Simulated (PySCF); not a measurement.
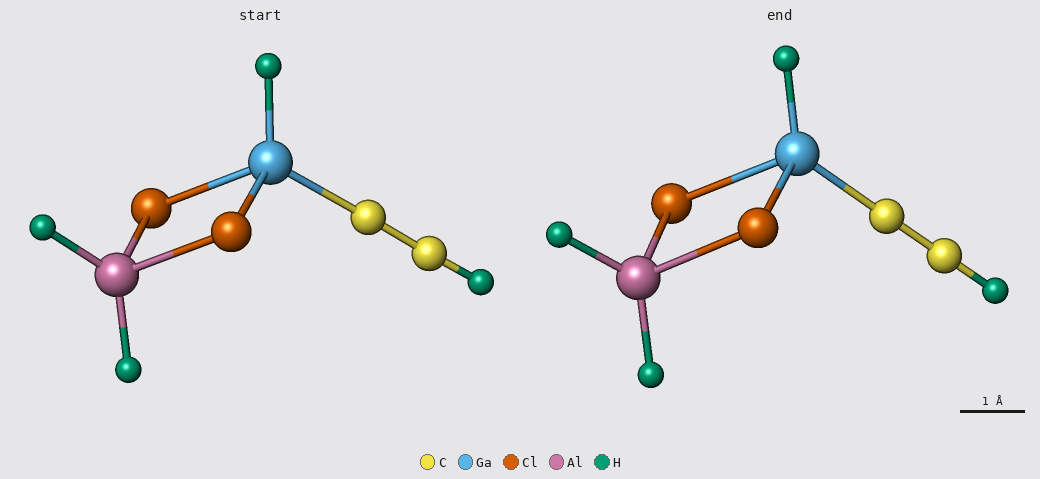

The structure of C2H4AlCl2Ga before (left) and after (right) a relaxation, at one scale.

The picture is a ball-and-stick view, seen at a tilt.

The start comes from GFN2-xTB. Its atoms were then displaced at random by about 0.01 Å.

These are results of PBE0-D3(BJ)/def2-SVP geometry optimisation, gas phase (PySCF 2.14.0, density-fitted response routines), not measurements. 

### Describe what moved and what it gained.

The Ga atom moves most after the best rigid fit: 0.18 Å. By element the largest moves are Ga 0.18 Å, H 0.16 Å, Cl 0.13 Å, C 0.09 Å, Al 0.05 Å. Some distances before and after: Al–Cl 2.191 → 2.314 Å, Cl–Ga 2.250 → 2.372 Å, Cl–Ga 2.275 → 2.370 Å, C–Ga 1.961 → 1.900 Å. Bond angles that change, for instance: C–Ga–H 121.2° → 131.9°, C–Ga–Cl 110.6° → 106.2°, C–Ga–Cl 109.7° → 106.0°. The energy falls by 9.11 kcal/mol in 12 geometry steps.
